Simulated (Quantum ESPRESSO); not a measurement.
# Simulated XPS, UPS and emission spectra of NbP, part 9 of 17

Wanted: projected DOS of NbP, weighted into photoemission and X-ray emission spectra, at several levels of theory.

Quantum ESPRESSO 7.5; DFT, PBE, plane waves, ultrasoft GBRV pseudopotentials, scalar-relativistic (the session's first sound run).

So far. Step 6 (With spin–orbit coupling: self-consistent run): The run ends at a pressure of -0.85 GPa, with forces up to 0.013 eV/Å. Step 8 (With a Hubbard U: self-consistent run): The run ends at a pressure of -0.04 GPa, with forces up to 0.015 eV/Å.

### 11. With a Hubbard U: bands

Level of this step: DFT, PBE+U, plane waves, ultrasoft GBRV pseudopotentials, scalar-relativistic (Quantum ESPRESSO).

The bands are solved at chosen points on the fixed potential.

bands.in reads:

```
&control
  calculation = 'bands'
  prefix = 'pes'
  outdir = './tmp'
  pseudo_dir = './pp'
  verbosity = 'high'
/
&system
  ibrav = 0
  nat = 4
  ntyp = 2
  ecutwfc = 40.0
  ecutrho = 200.0
  occupations = 'smearing'
  nbnd = 30
  smearing = 'fd'
  degauss = 0.00147
/
&electrons
  conv_thr = 2.4e-08
  mixing_beta = 0.5
  electron_maxstep = 120
  diago_full_acc = .true.
/
ATOMIC_SPECIES
Nb 92.9064 nb_pbe_v1.uspp.F.UPF
P 30.9738 p_pbe_v1.5.uspp.F.UPF
CELL_PARAMETERS angstrom
 -1.674923254 1.674923254 5.740108176
 1.674923254 -1.674923254 5.740108176
 1.674923254 1.674923254 -5.740108176
ATOMIC_POSITIONS crystal
Nb 0.249880800 0.749880800 0.500000000
Nb 0.499880800 0.499880800 0.000000000
P 0.832747770 0.332747770 0.500000000
P 0.082747770 0.082747770 0.000000000
K_POINTS crystal
94
 0.00000000 0.00000000 0.00000000 1
 0.00000000 0.00000000 0.05000000 1
 0.00000000 0.00000000 0.10000000 1
 0.00000000 0.00000000 0.15000000 1
 0.00000000 0.00000000 0.20000000 1
 0.00000000 0.00000000 0.25000000 1
 ! [... 86 more points ...]
 0.50000000 0.50000000 -0.45425720 1
 0.50000000 0.50000000 -0.50000000 1
HUBBARD (ortho-atomic)
U Nb-4d 3
```

Command:

```bash
$ OMP_NUM_THREADS=1 mpirun -n 4 pw.x -nk 4 -in bands.in > bands.out
```

The log of the run:

```text
[banner, memory and clock lines left out]
Program PWSCF v.7.5 starts

          URL

     Atomic positions and unit cell read from directory:
     ./tmp/pes.save/

     Message from routine setup:
     using ibrav=0 with symmetry is DISCOURAGED, use correct ibrav instead

     G-vector sticks info

     bravais-lattice index     =            0
     lattice parameter (alat)  =      11.7345  a.u.
     unit-cell volume          =     434.6768 (a.u.)^3
     number of atoms/cell      =            4
     number of atomic types    =            2
     number of electrons       =        36.00
     number of Kohn-Sham states=           30
     kinetic-energy cutoff     =      40.0000  Ry
     charge density cutoff     =     200.0000  Ry
     Exchange-correlation=  SLA  PW   PBX  PBC
                           (   1   4   3   4   0   0   0)
     Hubbard projectors: ortho-atomic
     Hubbard parameters of DFT+U (Dudarev formulation) in eV:
     U(Nb-4d) =  3.0000

     Internal variables: lda_plus_u =T, lda_plus_u_kind = 0

     Internal variables: orbital_resolved =F, hub_pot_fix =F, apply_U = F

     celldm(1)=  11.734511  celldm(2)=   0.000000  celldm(3)=   0.000000
     celldm(4)=   0.000000  celldm(5)=   0.000000  celldm(6)=   0.000000

     crystal axes: (cart. coord. in units of alat)
               a(1) = (  -0.269730   0.269730   0.924387 )
               a(2) = (   0.269730  -0.269730   0.924387 )
               a(3) = (   0.269730   0.269730  -0.924387 )

     reciprocal axes: (cart. coord. in units 2 pi/alat)
               b(1) = ( -0.000000  1.853708  0.540899 )
               b(2) = (  1.853708 -0.000000  0.540899 )
               b(3) = (  1.853708  1.853708  0.000000 )

     PseudoPot. # 1 for Nb read from file:
     ./pp/nb_pbe_v1.uspp.F.UPF
     Pseudo is Ultrasoft + core correction, Zval = 13.0
     Generated by new atomic code, or converted to UPF format
     Using radial grid of  887 points,  6 beta functions with:
                l(1) =   0
                l(2) =   0
                l(3) =   1
                l(4) =   1
                l(5) =   2
                l(6) =   2
     Q(r) pseudized with  6 coefficients,  rinner =    1.000   1.000   1.000
                                                       1.000   1.000

     PseudoPot. # 2 for P  read from file:
     ./pp/p_pbe_v1.5.uspp.F.UPF
     Pseudo is Ultrasoft + core correction, Zval =  5.0
     Generated by new atomic code, or converted to UPF format
     Using radial grid of  903 points,  6 beta functions with:
                l(1) =   0
                l(2) =   0
                l(3) =   1
                l(4) =   1
                l(5) =   2
                l(6) =   2
     Q(r) pseudized with  8 coefficients,  rinner =    1.300   1.300   1.300
                                                       1.300   1.300

     atomic species   valence    mass     pseudopotential
     Nb               13.00    92.90640     Nb( 1.00)
     P                 5.00    30.97380     P ( 1.00)

      8 Sym. Ops. (no inversion) found ( 4 have fractional translation)

                                    s                        frac. trans.

      isym =  1     identity

 cryst.   s( 1) = (     1          0          0      )
                  (     0          1          0      )
                  (     0          0          1      )

 cart.    s( 1) = (  1.0000000 -0.0000000  0.0000000 )
                  ( -0.0000000  1.0000000 -0.0000000 )
                  ( -0.0000000  0.0000000  1.0000000 )

      isym =  2     180 deg rotation - cart. axis [0,0,1]

 cryst.   s( 2) = (     0          1          0      )
                  (     1          0          0      )
                  (    -1         -1         -1      )

 cart.    s( 2) = ( -1.0000000  0.0000000  0.0000000 )
                  (  0.0000000 -1.0000000 -0.0000000 )
                  ( -0.0000000 -0.0000000  1.0000000 )

      isym =  3      90 deg rotation - cart. axis [0,0,-1]

 cryst.   s( 3) = (     1          1          1      )    f =(  0.2500000 )
                  (     0          0         -1      )       ( -0.2500000 )
                  (    -1          0          0      )       (  0.5000000 )

 cart.    s( 3) = (  0.0000000  1.0000000  0.0000000 )    f =( -0.0000000 )
                  ( -1.0000000 -0.0000000 -0.0000000 )       (  0.2697297 )
                  ( -0.0000000  0.0000000  1.0000000 )       ( -0.4621936 )

      isym =  4      90 deg rotation - cart. axis [0,0,1]

 cryst.   s( 4) = (     0          0         -1      )    f =(  0.2500000 )
                  (     1          1          1      )       ( -0.2500000 )
                  (     0         -1          0      )       (  0.5000000 )

 cart.    s( 4) = ( -0.0000000 -1.0000000  0.0000000 )    f =( -0.0000000 )
                  (  1.0000000 -0.0000000 -0.0000000 )       (  0.2697297 )
                  (  0.0000000 -0.0000000  1.0000000 )       ( -0.4621936 )

      isym =  5     inv. 180 deg rotation - cart. axis [0,1,0]

 cryst.   s( 5) = (     0          0         -1      )
                  (     1          1          1      )
                  (    -1          0          0      )

 cart.    s( 5) = (  1.0000000  0.0000000  0.0000000 )
                  ( -0.0000000 -1.0000000 -0.0000000 )
                  (  0.0000000 -0.0000000  1.0000000 )

      isym =  6     inv. 180 deg rotation - cart. axis [1,0,0]

 cryst.   s( 6) = (     1          1          1      )
                  (     0          0         -1      )
                  (     0         -1          0      )

 cart.    s( 6) = ( -1.0000000 -0.0000000  0.0000000 )
                  ( -0.0000000  1.0000000 -0.0000000 )
                  ( -0.0000000  0.0000000  1.0000000 )

      isym =  7     inv. 180 deg rotation - cart. axis [1,1,0]

 cryst.   s( 7) = (     1          0          0      )    f =(  0.2500000 )
                  (     0          1          0      )       ( -0.2500000 )
                  (    -1         -1         -1      )       (  0.5000000 )

 cart.    s( 7) = (  0.0000000 -1.0000000  0.0000000 )    f =( -0.0000000 )
                  ( -1.0000000  0.0000000 -0.0000000 )       (  0.2697297 )
                  ( -0.0000000 -0.0000000  1.0000000 )       ( -0.4621936 )

      isym =  8     inv. 180 deg rotation - cart. axis [1,-1,0]

 cryst.   s( 8) = (     0          1          0      )    f =(  0.2500000 )
                  (     1          0          0      )       ( -0.2500000 )
                  (     0          0          1      )       (  0.5000000 )

 cart.    s( 8) = ( -0.0000000  1.0000000  0.0000000 )    f =( -0.0000000 )
                  (  1.0000000 -0.0000000 -0.0000000 )       (  0.2697297 )
[...]
13.6733  13.6733  15.9217  16.6750  17.5942  18.1651  18.1651  18.3811
    19.0927  19.0927  20.8532  21.1698  23.4745  25.0458

          k = 0.0927 0.0927 0.0000 (  1857 PWs)   bands (ev):

   -40.1571 -40.1196 -16.3959 -16.2290 -16.2272 -16.0850 -16.0831 -16.0227
     2.3303   4.7032   8.8659  11.9305  12.7560  12.8520  12.9174  13.2035
    13.6715  13.7612  15.8148  16.5094  17.5850  17.9511  18.2995  18.5348
    19.0390  19.2796  21.0557  21.5418  23.3943  24.8847

          k = 0.1854 0.1854 0.0000 (  1857 PWs)   bands (ev):

   -40.1539 -40.1181 -16.3862 -16.2483 -16.2415 -16.1038 -16.0975 -16.0218
     2.5287   4.7695   8.9858  11.6417  12.5613  12.6257  12.6771  13.1607
    13.8353  13.9551  15.5671  16.0862  17.6545  17.6731  18.5703  18.7571
    18.9954  19.6878  21.6082  22.4245  23.1535  24.5078

          k = 0.2781 0.2781 0.0000 (  1853 PWs)   bands (ev):

   -40.1490 -40.1158 -16.3728 -16.2776 -16.2614 -16.1309 -16.1193 -16.0229
     2.8395   4.8577   9.2043  11.2236  11.9921  12.3248  12.4178  13.2955
    14.1036  14.1590  15.4345  15.5928  17.3678  17.8611  18.8674  19.0031
    19.0217  20.1437  22.3842  22.9021  23.5026  24.0937

          k = 0.3707 0.3707 0.0000 (  1857 PWs)   bands (ev):

   -40.1426 -40.1130 -16.3629 -16.3132 -16.2791 -16.1628 -16.1456 -16.0267
     3.2320   4.9438   9.5125  10.7186  11.3941  12.0543  12.1436  13.3318
    14.2701  14.3458  15.2279  15.6745  17.1087  18.0736  19.0495  19.1684
    19.2700  20.5345  22.7080  23.3016  23.6045  24.5883

          k = 0.4634 0.4634 0.0000 (  1851 PWs)   bands (ev):

   -40.1354 -40.1099 -16.3696 -16.3509 -16.2814 -16.1962 -16.1718 -16.0339
[...]
19.5338  20.8173  22.5219  22.9510  24.1442  24.4602

          k = 0.5561 0.5561 0.0000 (  1851 PWs)   bands (ev):

[...]
19.8095  21.0082  21.9627  22.1839  23.8353  24.8827

          k = 0.6488 0.6488 0.0000 (  1837 PWs)   bands (ev):

[...]
20.1825  20.9940  21.1472  21.8685  23.1139  24.5850

          k = 0.7415 0.7415 0.0000 (  1849 PWs)   bands (ev):

[...]
20.2029  20.8122  21.2587  21.7286  22.5318  24.1397

          k = 0.8342 0.8342 0.0000 (  1853 PWs)   bands (ev):

[...]
20.1842  21.1574  21.3629  21.7639  22.3460  23.2803

          k = 0.9269 0.9269 0.0000 (  1842 PWs)   bands (ev):

[...]
20.6758  20.6758  21.6867  21.6867  22.7858  22.7858

          k = 0.9269 0.9269 0.0270 (  1838 PWs)   bands (ev):

[...]
20.6763  20.6763  21.6877  21.6877  22.7684  22.7684

          k = 0.9269 0.9269 0.0541 (  1840 PWs)   bands (ev):

[...]
20.6776  20.6776  21.6904  21.6904  22.7242  22.7242

          k = 0.9269 0.9269 0.0811 (  1844 PWs)   bands (ev):

[...]
20.6797  20.6797  21.6948  21.6948  22.6669  22.6669

          k = 0.9269 0.9269 0.1082 (  1834 PWs)   bands (ev):

[...]
20.6823  20.6823  21.7007  21.7007  22.6063  22.6063

          k = 0.9269 0.9269 0.1352 (  1844 PWs)   bands (ev):

[...]
20.6852  20.6852  21.7076  21.7076  22.5480  22.5480

[...]
k = 0.9269-0.0000 0.2704 (  1862 PWs)   bands (ev):

[...]
k = 0.8342-0.0000 0.2434 (  1863 PWs)   bands (ev):

[...]
k = 0.7415-0.0000 0.2164 (  1868 PWs)   bands (ev):

[...]
k = 0.6488-0.0000 0.1893 (  1857 PWs)   bands (ev):

[...]
k = 0.5561-0.0000 0.1623 (  1864 PWs)   bands (ev):

[...]
k = 0.4634-0.0000 0.1352 (  1863 PWs)   bands (ev):

[...]
k = 0.3707-0.0000 0.1082 (  1857 PWs)   bands (ev):

[...]
k = 0.2781-0.0000 0.0811 (  1849 PWs)   bands (ev):

[...]
k = 0.1854-0.0000 0.0541 (  1859 PWs)   bands (ev):

[...]
k = 0.0927-0.0000 0.0270 (  1853 PWs)   bands (ev):

[...]
k =-0.0000-0.0000 0.1623 (  1846 PWs)   bands (ev):

[...]
k =-0.0000-0.0000 0.3245 (  1866 PWs)   bands (ev):

[...]
k =-0.0000-0.0000 0.3786 (  1854 PWs)   bands (ev):

[...]
k = 0.0848-0.0000 0.5409 (  1848 PWs)   bands (ev):

[...]
k = 0.1696-0.0000 0.5409 (  1866 PWs)   bands (ev):

[...]
k = 0.2544-0.0000 0.5409 (  1868 PWs)   bands (ev):

[...]
k = 0.4240-0.0000 0.5409 (  1880 PWs)   bands (ev):

[...]
k = 0.5088-0.0000 0.5409 (  1870 PWs)   bands (ev):

[...]
k = 0.5936-0.0000 0.5409 (  1866 PWs)   bands (ev):

[...]
k = 0.7631-0.0000 0.5409 (  1864 PWs)   bands (ev):

[...]
k = 0.8479-0.0000 0.5409 (  1858 PWs)   bands (ev):

[...]
k = 0.8046-0.0000 0.0000 (  1872 PWs)   bands (ev):

[...]
k = 0.6035-0.0000 0.0000 (  1855 PWs)   bands (ev):

[...]
k = 0.4023-0.0000 0.0000 (  1857 PWs)   bands (ev):

[...]
k = 0.3017-0.0000 0.0000 (  1849 PWs)   bands (ev):

[...]
k = 0.2012-0.0000 0.0000 (  1861 PWs)   bands (ev):

[...]
k = 0.1006-0.0000 0.0000 (  1855 PWs)   bands (ev):

[...]
k = 0.9347 0.9190-0.0000 (  1840 PWs)   bands (ev):

[...]
k = 0.9426 0.9111-0.0000 (  1840 PWs)   bands (ev):

[...]
k = 0.9505 0.9032-0.0000 (  1840 PWs)   bands (ev):

[...]
k = 0.9584 0.8953-0.0000 (  1840 PWs)   bands (ev):

[...]
k = 0.9663 0.8874-0.0000 (  1848 PWs)   bands (ev):

[...]
k = 0.9742 0.8795-0.0000 (  1844 PWs)   bands (ev):

[...]
k = 0.9821 0.8716-0.0000 (  1848 PWs)   bands (ev):

[...]
k = 0.9900 0.8637-0.0000 (  1848 PWs)   bands (ev):

[...]
k = 0.9979 0.8558 0.0000 (  1850 PWs)   bands (ev):

[...]
20.8080  20.8080  21.6582  21.6582  22.6323  22.6323

          k = 1.0058 0.8479-0.0000 (  1850 PWs)   bands (ev):

[...]
20.8319  20.8319  21.6509  21.6509  22.6208  22.6208

          k = 0.8479 0.8479 0.5409 (  1850 PWs)   bands (ev):

[...]
20.8319  20.8319  21.6509  21.6509  22.6208  22.6208

          k = 0.7631 0.7631 0.5409 (  1846 PWs)   bands (ev):

[...]
20.9298  20.9298  21.6090  21.6090  22.8026  22.8026

          k = 0.6784 0.6784 0.5409 (  1838 PWs)   bands (ev):

[...]
20.6306  20.6306  21.7530  21.7530  23.3727  23.3727

          k = 0.5936 0.5936 0.5409 (  1840 PWs)   bands (ev):

[...]
4.5937   4.5937  10.0604  10.0604  10.7891  10.7891  12.3373  12.3373
    14.1369  14.1369  16.9313  16.9313  17.8139  17.8139  19.1477  19.1477
    20.2909  20.2909  21.9082  21.9082  23.9154  23.9154

          k = 0.5088 0.5088 0.5409 (  1862 PWs)   bands (ev):

   -40.1201 -40.1201 -16.3766 -16.3766 -16.2203 -16.2203 -16.1336 -16.1336
     4.3880   4.3880  10.3515  10.3515  10.8660  10.8660  12.3216  12.3216
    14.0856  14.0856  16.7821  16.7821  17.6139  17.6139  19.1244  19.1244
    20.0751  20.0752  22.0433  22.0433  24.1895  24.1895

          k = 0.4240 0.4240 0.5409 (  1860 PWs)   bands (ev):

   -40.1250 -40.1250 -16.3460 -16.3460 -16.2027 -16.2027 -16.1306 -16.1306
     4.1355   4.1355  10.7187  10.7187  10.9457  10.9457  12.3419  12.3419
    14.0605  14.0605  16.7298  16.7298  17.3570  17.3570  18.9818  18.9818
    19.9771  19.9771  22.2206  22.2206  24.1367  24.1367

          k = 0.3392 0.3392 0.5409 (  1862 PWs)   bands (ev):

[... further rows ...]
```

Elapsed: 72 s, on 4 MPI ranks of Arm Neoverse V2, shared host.

Electronic bands along the path, in eV, zero at the Fermi level; # counts the bands kept:

```csv
point,#7,#8,#9,#10,#11,#12,#13,#14
Γ,-2.11,-1.75,-1.40,-1.40,0.85,1.60,2.52,3.09
X,-2.90,-2.90,-0.51,-0.51,2.88,2.88,3.01,3.01
P,-2.94,-2.94,-0.49,-0.49,2.88,2.88,3.01,3.01
N,-2.32,-1.95,-1.52,-0.21,0.12,1.31,2.38,2.56
Γ,-2.11,-1.75,-1.40,-1.40,0.85,1.60,2.52,3.09
M,-2.64,-2.64,-0.62,-0.62,1.20,1.20,2.30,2.30
S,-2.30,-2.25,-1.51,-0.10,0.06,1.63,2.34,2.59
jump to S0,-2.30,-2.25,-1.51,-0.10,0.06,1.63,2.34,2.59
Γ,-2.11,-1.75,-1.40,-1.40,0.85,1.60,2.52,3.09
jump to X,-2.90,-2.90,-0.51,-0.51,2.88,2.88,3.01,3.01
R,-2.88,-2.88,-0.55,-0.55,2.68,2.68,3.08,3.08
jump to G,-2.88,-2.88,-0.55,-0.55,2.68,2.68,3.08,3.08
M,-2.64,-2.64,-0.62,-0.62,1.20,1.20,2.30,2.30
```

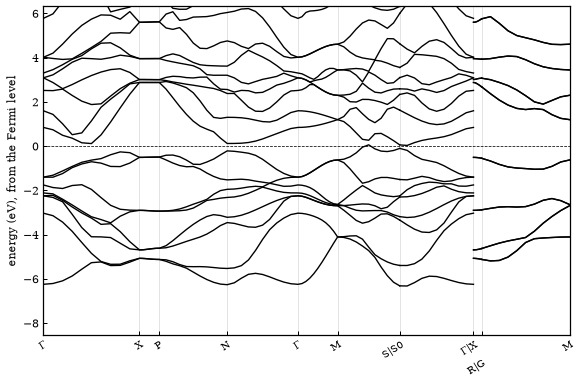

Electronic bands along the path.

Of the bands kept, 1 crosses the Fermi level on this path.

(Part 9 of 17 ends here.)

[Logs are printed without paths, hosts, clocks, repeated set-up lines and the standing remarks that a program may print on its own settings, such as how far it seeks lower states.]

[Hosts, paths, dates, database ids (printed as entryN), source tags and the programs' standing remarks are cut or masked in the printed files.]

[Maps of the electrostatic potential energy from Ansatz leave out the sawtooth potential of an applied field or a dipole correction, so their vacuum need not be flat; work functions include it.]

[Peak lists hold at most the 14 tallest peaks of each spectrum; further lines can be left out.]
